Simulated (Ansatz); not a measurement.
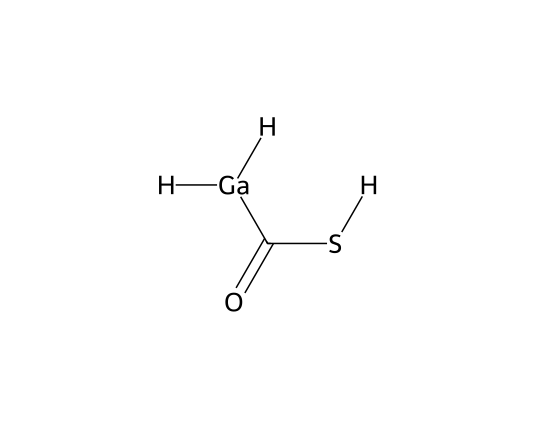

Skeletal drawing of a molecule.

Give its SMILES.

O=[C](S)[GaH2]

Give the formula, hydrogens included.

CH3GaOS.

An optimisation with PBE0-D4/def2-TZVP gave a structure of which point group?

Cs.

The parts below concern this one geometry. Atoms keep their numbers from picture to picture. Computed geometry: PBE0-D4/def2-TZVP optimisation.

### Shape

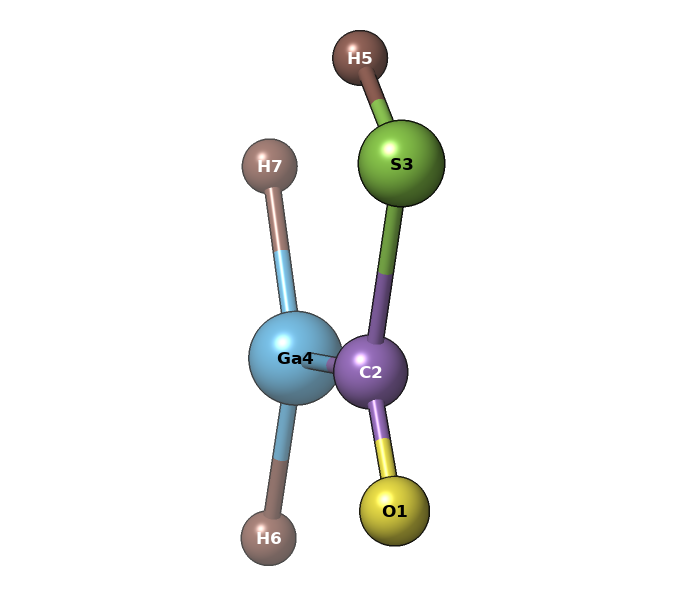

Ga4 lies behind C2. The molecule seen a little off the C2–Ga4 bond, C2 in front. Distant atoms are faded towards the background colour.

What is the torsion angle S3–C2–Ga4–H6? The sign is positive where the front bond must turn clockwise to cover the back bond.

180°, antiperiplanar (anti).

### Dipole moment

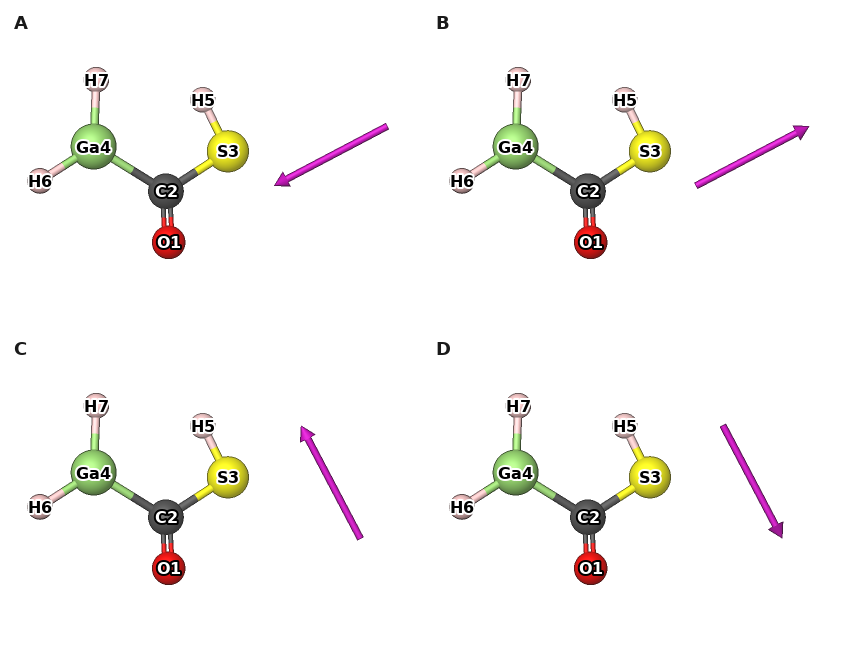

The same molecule four times, each with an arrow. Method: RKS PBE0-D4/def2-TZVP (Ansatz 0.2.0).

Which arrow points along the dipole moment, from the negative to the positive end?

C. The dipole moment is 2.91 D; it points from the side of O1 to the side of H7 (the outermost atoms at the two ends).

### Charges

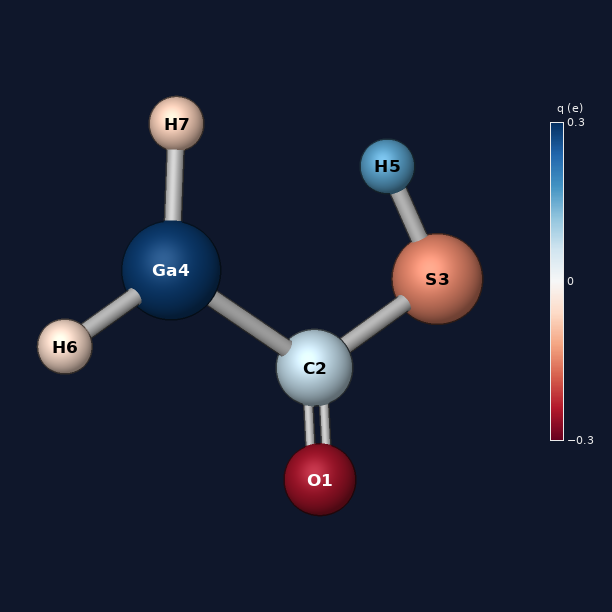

Atoms are coloured by their Mulliken charges. Method: RKS PBE0-D4/def2-TZVP (Ansatz 0.2.0).

Which atom carries the highest charge (most positive or least negative)?

Ga4 (0.29 e).

And the lowest?

O1 (−0.25 e).

List the Mulliken charges.

```csv
atom,value (e)
O1,−0.25
C2,0.07
S3,−0.15
Ga4,0.29
H5,0.16
H6,−0.05
H7,−0.07
```

### Vibrations

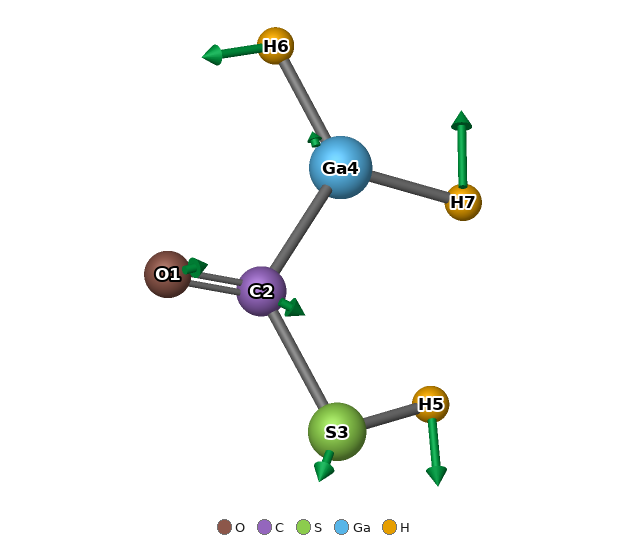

The arrows show one normal mode. Harmonic vibrations computed with RKS PBE0-D4/def2-TZVP (Ansatz 0.2.0) at a stationary point of the same level.

At what wavenumber does it lie?

152 cm⁻¹; it is mode 2 of 15 counted from the lowest.

Mulliken values depend strongly on the basis set and can even reverse the polarity of a bond.
